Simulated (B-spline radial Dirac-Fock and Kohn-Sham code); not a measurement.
Neutral iridium, O1 (5s) edge at 95.2 eV. Method: first Born approximation, a Dirac–Hartree–Slater potential with a Latter tail, continuum alone (no white lines) (computed with a B-spline radial code).

What should this plot look like? The generalised oscillator strength of one subshell against momentum transfer, at the energies in the key.

At 125 eV above the edge the optical limit (small q) is 0.520 keV⁻¹; the strength rises to 7.95 keV⁻¹ at q ≈ 3.3 bohr⁻¹ (the Bethe ridge) and has dropped to half near q ≈ 4.8 bohr⁻¹. At 10 eV above the edge the optical limit is 0.517 keV⁻¹.

The computed plot:

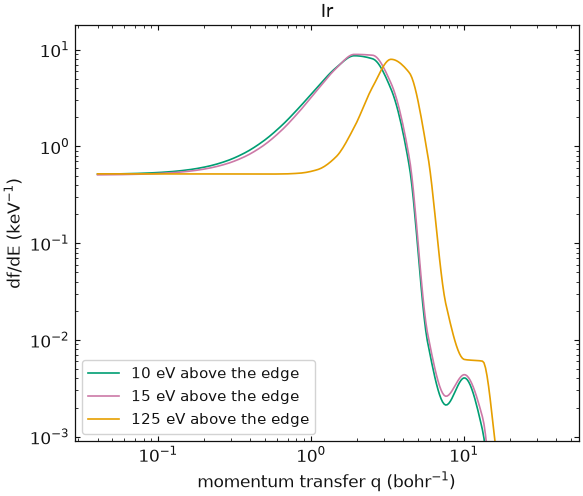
